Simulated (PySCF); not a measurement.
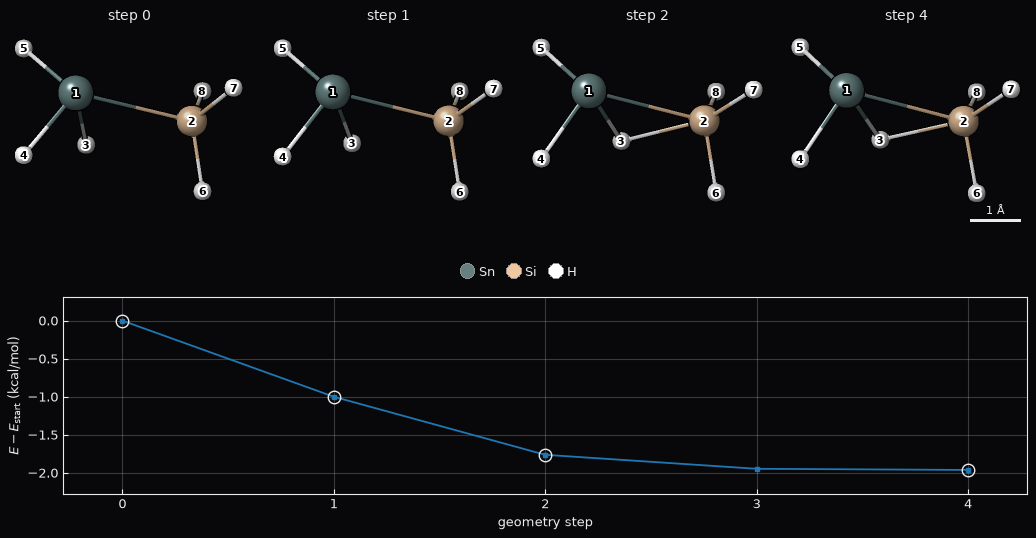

Frames of a relaxation of SnSiH₆ (coarse preliminary run), marked on the history of the run. Style: ball-and-stick. Shown at a tilt.

The reaction that was planned forms Si2–H3 and breaks Sn1–Si2, Sn1–H3 (atoms numbered from 1 in input order).

These are results of PySCF 2.14.0, RKS PBE0-D4/def2-SVP, partitioned rational-function steps on a Bofill-updated Hessian, not measurements. 

Describe the path.

The energy falls by 1.96 kcal/mol in 4 geometry steps. The atom that moves furthest after the best rigid fit is H3 (0.39 Å). Largest moves by element: H 0.39 Å, Sn 0.15 Å, Si 0.11 Å. Near-neighbour distances that change, for instance: Si2–H3 2.313 → 1.823 Å, Sn1–Si2 2.570 → 2.624 Å, Si2–H6 1.447 → 1.492 Å, Si2–H7 1.466 → 1.501 Å. Among the angles between lasting bonds that change: Si2–Sn1–H3 60.2° → 44.0°, Si2–Sn1–H4 119.5° → 112.3°, H4–Sn1–H5 99.7° → 105.2°. The run took 24 s on 4 threads of AMD EPYC 9B45, on a shared host. From step 0 to 1: H3 moves most (0.15 Å), energy −1.00 kcal/mol. From step 1 to 2: H3 moves most (0.23 Å), energy −0.76 kcal/mol. From step 2 to 4: H3 moves most (0.05 Å), energy −0.20 kcal/mol.
